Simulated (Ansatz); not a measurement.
**One shape, several levels: OCS (carbonyl sulfide)**

We compute a comparison of 6 runs (B3LYP/STO-3G, SVWN5/STO-3G, UPBE/STO-3G, wB97M-V/STO-3G, UMP2/STO-3G, CCSDT/STO-3G) of OCS (carbonyl sulfide). 

The calculation is run with Ansatz 0.2.0.

50 further runs of the same task are left out: 2 that didn't finish, 48 set aside as unsound or not needed.

## (1) The system as given

OCS has 3 atoms, charge 0, and is taken as a singlet. SMILES: `O=C=S`. The C2–O1 distance was set to 2.305 Å, away from the relaxed value. At this shape a bond of the SMILES string is far longer than usual.

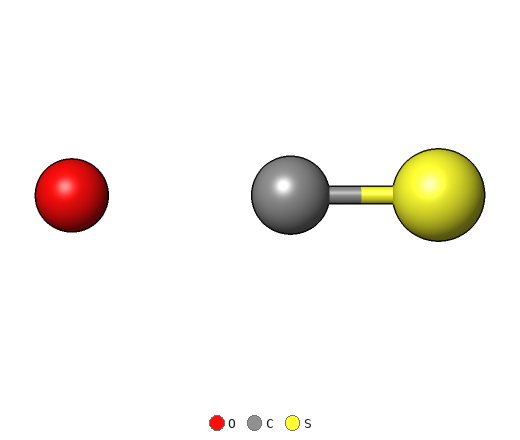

The structure, seen from a chosen angle (oxygen red, carbon grey, sulfur yellow).

## (2) The energy at B3LYP/STO-3G (run 1)

File run.yaml:

```yaml
crystal:
  periodic: [false, false, false]
  atoms:
    - {symbol: O, position_ang: [1.747211, 1.296998, 1.103201]}
    - {symbol: C, position_ang: [0.096740, 0.071800, 0.061080]}
    - {symbol: S, position_ang: [-1.018720, -0.756210, -0.643230]}
basis:
  gaussian:
    orbitals: STO-3G
magnetization:
  spin_polarized: false
  initial_magnetization: 0
hamiltonian:
  xc: {name: B3LYP}
accuracy: high
```

The run is started by

```console
ansatz run run.yaml --threads 1 --pin off --max-ram 3480MiB --events-out events.jsonl --progress --plain --runs-dir runs
```

Output:

```text
Warning: RAYON_NUM_THREADS=1 ignored (pool sized by the plan → 1); use --threads N
Functional definition: B3LYP
  name "B3LYP"
  parameter a0 = 0.2
  parameter ax = 0.72
  parameter ac = 0.81
  exchange = (1 - a0 - ax)*slater_x + ax*b88_x + a0*exact_x
  correlation = (1 - ac)*vwn_rpa_c + ac*lyp_c
313 factors; integrals over basis functions are off by at most 1.6e-8 eV
mean field evaluation 1: about -13741.6483 eV, gradient 3.8e1 eV
mean field evaluation 2: about -13556.4550 eV, gradient 6.2e1 eV
mean field evaluation 4: about -13704.9303 eV, gradient 4.2e1 eV
mean field evaluation 8: about -13749.1680 eV, gradient 8.3e-2 eV
mean field evaluation 16: about -13748.2873 eV, gradient 3.4e0 eV
mean field -13749.14120130 eV, -505.2716196452 hartree, gradient 4.7e-8 eV, S^2 0.000000; 2 other end points of the search recorded, 0 dependent functions left out
reference -13749.14122236 eV, -505.2716204192 hartree; 15, 15 occupied and 4, 4 virtual orbitals, 313 factors
Total energy: -13749.14122236 eV, -505.2716204192 hartree
```

Run time: 0.48 s. Hardware: 1 thread of Intel Xeon 6975P-C (Granite Rapids), shared host.

## (3) The energy at SVWN5/STO-3G (run 2)

File input.yaml:

```yaml
crystal:
  periodic: [false, false, false]
  atoms:
    - {symbol: O, position_ang: [1.747211, 1.296998, 1.103201]}
    - {symbol: C, position_ang: [0.096740, 0.071800, 0.061080]}
    - {symbol: S, position_ang: [-1.018720, -0.756210, -0.643230]}
basis:
  gaussian:
    orbitals: STO-3G
hamiltonian:
  xc: {name: SVWN5}
accuracy: high
```

The run is started by

```console
ansatz run input.yaml --threads 1 --pin off --max-ram 3480MiB --events-out events.jsonl --progress --plain --runs-dir runs
```

Output:

```text
Warning: RAYON_NUM_THREADS=1 ignored (pool sized by the plan → 1); use --threads N
Functional definition: SVWN5
  name "SVWN5"
  exchange = slater_x
  correlation = vwn5_c
313 factors; integrals over basis functions are off by at most 1.6e-8 eV
mean field evaluation 1: about -13680.7272 eV, gradient 3.3e1 eV
mean field evaluation 2: about -13492.4156 eV, gradient 6.2e1 eV
mean field evaluation 4: about -13644.8562 eV, gradient 4.7e1 eV
mean field evaluation 8: about -13686.4304 eV, gradient 2.0e-1 eV
mean field evaluation 16: about -13639.0626 eV, gradient 5.6e1 eV
mean field evaluation 32: about -13683.1528 eV, gradient 9.3e0 eV
mean field -13686.43110435 eV, -502.9670660885 hartree, gradient 3.1e-8 eV, S^2 0.000000; 3 other end points of the search recorded, 0 dependent functions left out
reference -13686.43110545 eV, -502.9670661289 hartree; 15, 15 occupied and 4, 4 virtual orbitals, 313 factors
Total energy: -13686.43110545 eV, -502.9670661289 hartree
```

Run time: 0.4 s. Hardware: 1 thread of Intel Xeon 6975P-C (Granite Rapids), shared host.

Runs 3 to 5 aren't shown in full; the table further down has their settings and results.

## (4) A single-point energy at CCSDT/STO-3G (run 6)

File run.yaml:

```yaml
crystal:
  periodic: [false, false, false]
  atoms:
    - symbol: O
      position_ang: [1.747211, 1.296998, 1.103201]
    - symbol: C
      position_ang: [0.096740, 0.071800, 0.061080]
    - symbol: S
      position_ang: [-1.018720, -0.756210, -0.643230]
basis:
  gaussian:
    orbitals: STO-3G
total_charge: 0
correlation:
  method: ccsdt
  frozen_orbitals: {C: 1, O: 1, S: 5}
accuracy: high
scf:
  omitted_lower_state_checks: [cluster_reference, increment]
```

The run is started by

```console
ansatz run run.yaml --threads 1 --pin off --max-ram 3480MiB --events-out events.jsonl --progress --plain --runs-dir runs
```

Output:

```text
Warning: RAYON_NUM_THREADS=1 ignored (pool sized by the plan → 1); use --threads N
[... 18 lines left out ...]
7 core orbitals not correlated: weight in the atoms' cores, before any rotation towards them, 1.000 or more for the frozen orbitals, at most 0.000 for the correlated occupied ones
[... 72 lines left out ...]
Total energy: -13723.35172384 eV, -504.3238738291 hartree
Checks for a lower state left out: cluster_reference, increment
```

It took 0.56 s on 1 thread of Intel Xeon 6975P-C (Granite Rapids), shared host.

## (5) The series

```csv
run,level,frozen core orbitals,energy (Eh),wall time
1,B3LYP/STO-3G,–,-505.271620,0.48 s
2,SVWN5/STO-3G,–,-502.967066,0.4 s
3,UPBE/STO-3G,–,-505.024123,25 s
4,wB97M-V/STO-3G,–,-505.318883,4.5 s
5,UMP2/STO-3G,7,-504.343975,5.4 s
6,CCSDT/STO-3G,7,-504.323874,0.56 s
```

## (6) Outcome

| quantity | value |
| --- | --- |
| run 6: total energy | -504.32387 Eh |
| run 6: correlation energy (7 core orbitals frozen) | -177.2 mEh |
| run 6: T1 diagnostic | 0.026 |

**Reading.** Totals of different functionals can't be ranked against each other. In run 6 the log says that unrestricted orbitals would lower the reference, so the values rest on an unstable closed-shell determinant (other closed-shell runs at this shape may share the fault). In runs 1, 2, 3, 4, 5, 6 the basis is minimal, so the values are rough. Spin contamination of the reference: run 5 ⟨S²⟩ = 1.05, run 3 ⟨S²⟩ = 0.94. Where it is this large, the reference is a mixture of spin states, and values that rest on it are in doubt. All runs together took 36 s, the longest 25 s.
